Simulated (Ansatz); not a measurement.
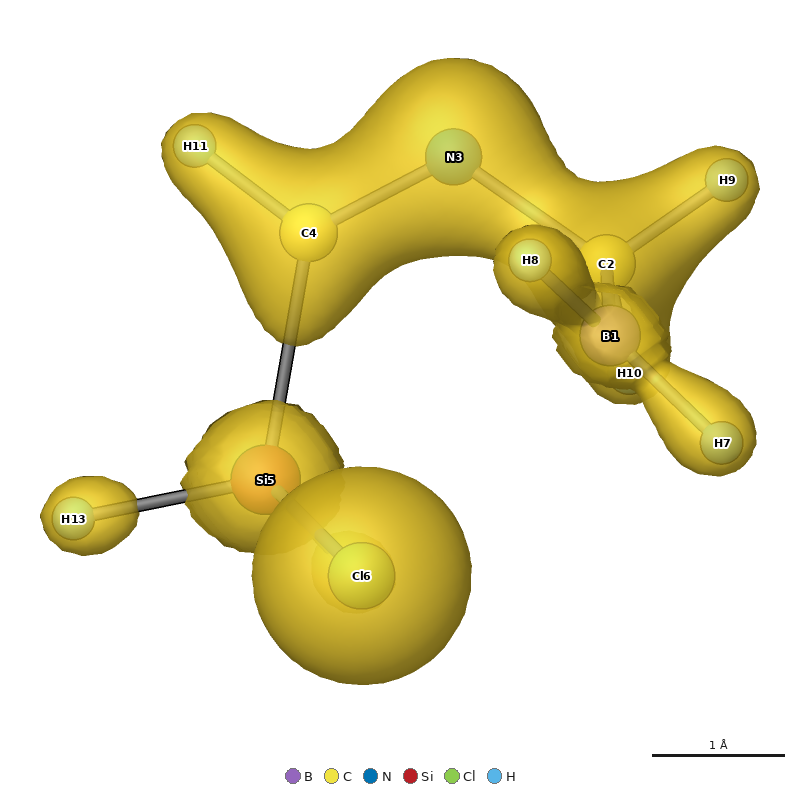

Figure 1: C2H7BClNSi. Isosurface of the electron density at 1 e/Å³ (yellow), seen at a tilt.

These are results of RKS BLYP-D4/def2-SVP in Ansatz, not measurements.

```xyz
13

B    -1.6958   -0.5091   -0.9857
C    -0.4433   -1.2733   -0.3724
N    -0.1349   -0.9374    1.0140
C     0.5410    0.1256    1.2723
Si    1.1476    1.4134   -0.0010
Cl   -0.5407    1.8617   -1.2299
H    -1.8924   -0.6181   -2.1767
H    -2.5620   -0.0746   -0.2615
H    -0.7406   -2.3492   -0.4258
H     0.4404   -1.1795   -1.0497
H     0.7263    0.3560    2.3453
H     2.2301    0.9375   -0.9196
H     1.5592    2.6856    0.6684
```

What does this surface tell about the bonding?

Answer. At this value the surface falls into five separate pieces. It bridges the sampled C–N (1.29 Å) and C–B (1.59 Å) contacts, where the density stays above the isovalue. It is pinched off along the sampled C–Si (1.91 Å) and Si–Cl (2.14 Å) contacts. On the grid the lowest density along these lines, outside the cores, is 2.5 e/Å³ (C–N, 1.29 Å), 1.2 e/Å³ (C–B, 1.59 Å), 0.77 e/Å³ (C–Si, 1.91 Å) and 0.55 e/Å³ (Si–Cl, 2.14 Å).
